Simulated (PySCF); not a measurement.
# GaH2SCl (SMILES [SH][GaH][Cl]) at B3LYP/ccECP-aug-cc-pVDZ (core potential)

Aim: the vertical ionisation energy of GaH2SCl at B3LYP/ccECP-aug-cc-pVDZ (core potential), from 2 runs. The job is set up through a Python script.

Program for the calculation: PySCF 2.14.0.

## 1. Starting point

GaH2SCl has 5 atoms, charge 0, and is taken as a singlet. SMILES: `[SH][GaH][Cl]`. Geometry: a GFN2-xTB relaxation, a rough one for these elements and not checked as a minimum. This is one conformer, not always the lowest.

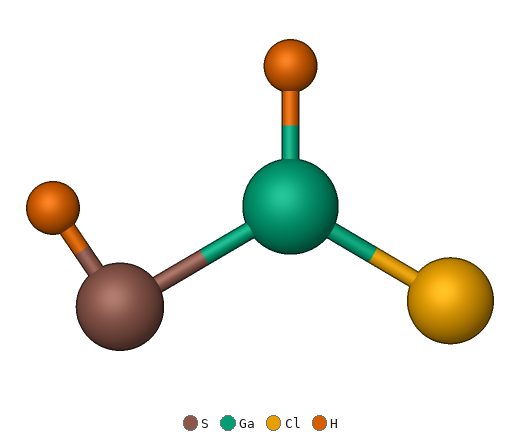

Viewed from a chosen angle; sulfur brown, gallium teal, chlorine amber, hydrogen orange.

## 2. The energy at B3LYP/ccECP-aug-cc-pVDZ (core potential)

Contents of input.py:

```python
from pyscf import gto, dft

molecule = gto.M(
    atom='''
S   -1.620700  -0.369640  -0.284840
Ga   0.545940  -0.105960   0.130660
Cl   1.703140  -1.764960   0.607290
H   -1.827390   0.924510  -0.519120
H    1.199010   1.316050   0.066010
''',
    verbose=3,
    spin=0,
    basis='ccecp-aug-cc-pvdz',
    ecp='ccecp',
    max_memory=1860,
)

mf = dft.RKS(molecule)
mf.xc = 'b3lyp'
mf.conv_tol = 1e-10
mf.grids.level = 4
mf.kernel()
if not mf.converged:
    mf = mf.newton().run(mf.mo_coeff, mf.mo_occ)

e_final = mf.e_tot
print('E(%s) = %.9f' % ('B3LYP', e_final))
```

Run with:

```sh
$ OMP_NUM_THREADS=1 python input.py
```

Log:

```text
converged SCF energy = -28.527900108779
E(B3LYP) = -28.527900109
```

It took 9.3 s on 1 thread of Arm Neoverse V1, shared host; peak memory 0.38 GiB.

## 3. The doublet cation

Contents of run.py:

```python
from pyscf import gto, dft

mol = gto.M(
    atom='''
S     -3.062679    -0.698518    -0.538270
Ga     1.031677    -0.200235     0.246912
Cl     3.218468    -3.335291     1.147612
H     -3.453267     1.747071    -0.980995
H      2.265801     2.486974     0.124741
''',
    charge=1,
    basis='ccecp-aug-cc-pvdz',
    unit='bohr',
    verbose=3,
    ecp={'S': 'ccecp', 'Ga': 'ccecp', 'Cl': 'ccecp', 'H': 'ccecp'},
    max_memory=1860,
    spin=1,
)

mf = dft.UKS(mol, xc='b3lyp')
mf.grids.level = 4
mf.conv_tol = 1e-10
mf.kernel()
if not mf.converged:
    mf = mf.newton().run(mf.mo_coeff, mf.mo_occ)

energy = mf.e_tot
print('Final energy', energy)
```

Run with:

```sh
$ OMP_NUM_THREADS=1 python run.py
```

Log:

```text
WARN: HOMO -0.449871207823774 >= LUMO -0.449215294824068

converged SCF energy = -28.1548185976599  <S^2> = 0.75579488  2S+1 = 2.0057865
Final energy -28.154818597659908
```

Run time: 23 s. Hardware: 1 thread of Arm Neoverse V1, shared host; peak memory 0.39 GiB.

## 4. Results

At B3LYP/ccECP-aug-cc-pVDZ (core potential):

```
                                          quantity         value
                     singlet GaH2SCl: total energy  -28.52790 Eh
                    singlet GaH2SCl: dipole moment        1.71 D
                      singlet GaH2SCl: HOMO energy      -7.65 eV
                      singlet GaH2SCl: LUMO energy      -1.50 eV
                    singlet GaH2SCl: HOMO–LUMO gap       6.14 eV
                      doublet cation: total energy  -28.15482 Eh
doublet cation: HOMO energy (highest over α and β)     -13.83 eV
 doublet cation: LUMO energy (lowest over α and β)     -12.60 eV
                              doublet cation: ⟨S²⟩         0.756
vertical ionisation energy (to the doublet cation)     10.152 eV
```

In words: The vertical ionisation energy comes to 10.15 eV (980 kJ/mol). −ε(HOMO) before ionisation, 7.65 eV, is 2.51 eV below this ionisation energy.
